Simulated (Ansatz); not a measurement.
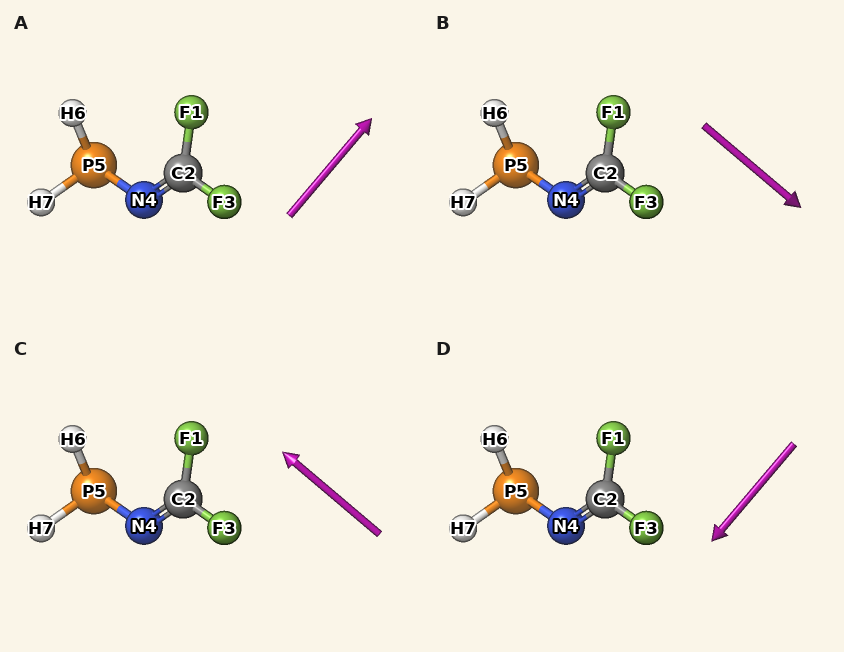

The same molecule four times, each with an arrow. The geometry was computed by an optimisation with PBE0-D4/def2-TZVP. No frequency run is at hand to confirm it as a minimum. Properties computed with RKS PBE0-D4/def2-TZVP (Ansatz 0.2.0).

### Which arrow points along the dipole moment, from the negative to the positive end?

C. The dipole moment is 1.14 D; it points from the side of F3 to the side of H6 (the outermost atoms at the two ends).
